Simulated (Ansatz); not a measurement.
## What a change does: single-point calculation on C$_{9}$H$_{23}$GeN

System: C$_{9}$H$_{23}$GeN (GeEt3(NMeEt)), charge +1, multiplicity 2.
Method of the first run: UKS PBE0-D4/def2-SVP (Ansatz 0.2.0).

The geometry comes from this level: PBE-D4/def2-SVP. Text and figures count atoms from 1; the logs count them from 0 in places.

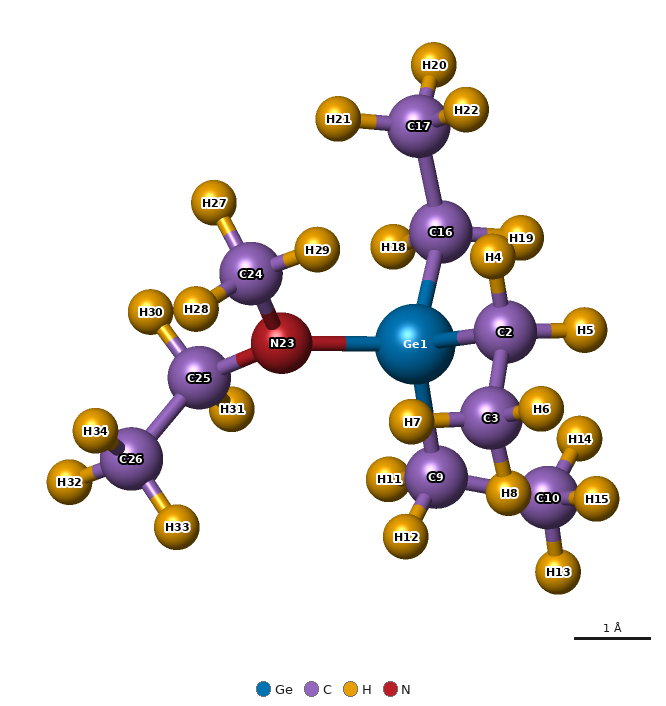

Figure 1. The structure as given in the input (ball-and-stick view, seen at a tilt; atoms are numbered from 1 in the order of the input). Sticks mark near contacts. Bond lengths as drawn: C–C 1.53 Å, C–Ge 1.98 to 1.99 Å, C–H 1.11 to 1.12 Å, C–N 1.45 Å and Ge–N 1.87 Å.

**Input file, the first run**
```yaml
crystal:
  periodic: [false, false, false]
  atoms:
    - {symbol: Ge, position_ang: [0.082382, 0.577735, 0.076595]}
    - {symbol: C, position_ang: [0.049851, 0.685459, 2.051573]}
    - {symbol: C, position_ang: [0.901366, -0.393247, 2.727918]}
    - {symbol: H, position_ang: [-1.005233, 0.635928, 2.395700]}
    - {symbol: H, position_ang: [0.403161, 1.703692, 2.323452]}
    - {symbol: H, position_ang: [0.854182, -0.331117, 3.835644]}
    - {symbol: H, position_ang: [0.574035, -1.411583, 2.433849]}
    - {symbol: H, position_ang: [1.970293, -0.307785, 2.440632]}
    - {symbol: C, position_ang: [1.946382, 0.687576, -0.582235]}
    - {symbol: C, position_ang: [2.700135, 1.911733, -0.050406]}
    - {symbol: H, position_ang: [1.925776, 0.697585, -1.692972]}
    - {symbol: H, position_ang: [2.457424, -0.254188, -0.289962]}
    - {symbol: H, position_ang: [3.738231, 1.963088, -0.441233]}
    - {symbol: H, position_ang: [2.200289, 2.861731, -0.334339]}
    - {symbol: H, position_ang: [2.771253, 1.902714, 1.057478]}
    - {symbol: C, position_ang: [-1.006302, 2.038175, -0.719714]}
    - {symbol: C, position_ang: [-2.490454, 1.972366, -0.345633]}
    - {symbol: H, position_ang: [-0.875315, 1.981986, -1.822168]}
    - {symbol: H, position_ang: [-0.559338, 3.007509, -0.406397]}
    - {symbol: H, position_ang: [-3.075901, 2.798003, -0.803001]}
    - {symbol: H, position_ang: [-2.951735, 1.020029, -0.680089]}
    - {symbol: H, position_ang: [-2.643421, 2.037049, 0.752401]}
    - {symbol: N, position_ang: [-0.563038, -1.114846, -0.384744]}
    - {symbol: C, position_ang: [-1.706528, -1.686049, 0.293590]}
    - {symbol: C, position_ang: [-0.334188, -1.631539, -1.724605]}
    - {symbol: C, position_ang: [0.300918, -3.028056, -1.749892]}
    - {symbol: H, position_ang: [-2.673023, -1.535234, -0.256559]}
    - {symbol: H, position_ang: [-1.597654, -2.785937, 0.446151]}
    - {symbol: H, position_ang: [-1.831519, -1.241150, 1.301217]}
    - {symbol: H, position_ang: [-1.291768, -1.655910, -2.310284]}
    - {symbol: H, position_ang: [0.331375, -0.932232, -2.276324]}
    - {symbol: H, position_ang: [0.445984, -3.382393, -2.791687]}
    - {symbol: H, position_ang: [1.287473, -3.015970, -1.241881]}
    - {symbol: H, position_ang: [-0.335074, -3.775125, -1.232077]}
basis:
  gaussian: {orbitals: def2-SVP}
total_charge: 1
magnetization: {spin_polarized: true, initial_magnetization: 1}
hamiltonian: {xc: pbe0, dispersion: d4}
scf: {omitted_lower_state_checks: [starts]}
output: {orbitals: {seedname: orbitals}}
```

Command:
```bash
ansatz run in.yaml --threads 6 --pin off --events-out ev --progress --plain --max-ram 7833MiB
```

Hardware: 6 threads of Arm Neoverse V2, 23 GiB of memory available, shared host.

**Output (the first run)**
```
Functional definition: PBE0
  parameter a = 0.25
  parameter kappa = 0.804
  parameter beta = 0.06672455060314922
  exchange = (1 - a)*pbe_x(kappa = kappa, mu = beta*pi^2/3) + a*exact_x
  correlation = pbe_c(beta = beta)
these checks for a lower state are left out or cut short: starts
2989 factors; integrals over basis functions are off by at most 1.2e-3 eV
mean field evaluation 1: about -67650.1138 eV, gradient 6.9e1 eV
mean field evaluation 2: about -67643.2119 eV, gradient 7.8e1 eV
mean field evaluation 4: about -67673.7258 eV, gradient 4.1e0 eV
mean field evaluation 8: about -67674.3989 eV, gradient 8.8e-1 eV
mean field evaluation 16: about -67674.4048 eV, gradient 2.5e-3 eV
mean field -67674.40481888 eV, -2486.9885057345 hartree, gradient 5.6e-5 eV, S^2 0.756961; 0 other end points of the search recorded, 0 dependent functions left out
reference -67674.40486475 eV, -2486.9885074206 hartree; 58, 57 occupied and 229, 230 virtual orbitals, 2989 factors
Total energy: -67675.17233085 eV, -2487.0167112794 hartree
Checks for a lower state left out: starts
```

For the second run the input was changed thus:
```diff
-total_charge: 1
+total_charge: -1
```

How does the second run compare with the first run?

The total energies belong to different systems, so their difference says nothing on which is more stable or more accurate. The HOMO goes from −11.56 to 3.71 eV. The LUMO goes from −8.80 to 4.78 eV.

**Output (the second run)**
```
Functional definition: PBE0
  parameter a = 0.25
  parameter kappa = 0.804
  parameter beta = 0.06672455060314922
  exchange = (1 - a)*pbe_x(kappa = kappa, mu = beta*pi^2/3) + a*exact_x
  correlation = pbe_c(beta = beta)
these checks for a lower state are left out or cut short: starts
2989 factors; integrals over basis functions are off by at most 1.2e-3 eV
mean field evaluation 1: about -67662.5396 eV, gradient 5.7e1 eV
mean field evaluation 2: about -67656.2384 eV, gradient 6.8e1 eV
mean field evaluation 4: about -67678.4161 eV, gradient 3.4e0 eV
mean field evaluation 8: about -67679.0968 eV, gradient 3.1e-1 eV
mean field evaluation 16: about -67679.0978 eV, gradient 3.6e-3 eV
mean field -67679.09778941 eV, -2487.1609692206 hartree, gradient 4.8e-5 eV, S^2 0.750559; 0 other end points of the search recorded, 0 dependent functions left out
reference -67679.09784221 eV, -2487.1609711609 hartree; 59, 58 occupied and 228, 229 virtual orbitals, 2989 factors
Total energy: -67679.96987857 eV, -2487.1930179063 hartree
Checks for a lower state left out: starts
```

**The two runs side by side**

| quantity | the first run | the second run |
| --- | --- | --- |
| outcome | converged | converged |
| total energy (hartree) | −2487.016711 | −2487.193018 |
| HOMO (eV) | −11.56 | 3.71 |
| LUMO (eV) | −8.80 | 4.78 |
| ⟨S²⟩ | 0.757 | 0.751 |
| basis functions | 287 | 287 |
| wall time (shared host) | 16 s | 21 s |

For the second run: The highest filled orbital lies above zero: either the extra electron isn't bound at this level, or the self-interaction error of the functional lifts the level.
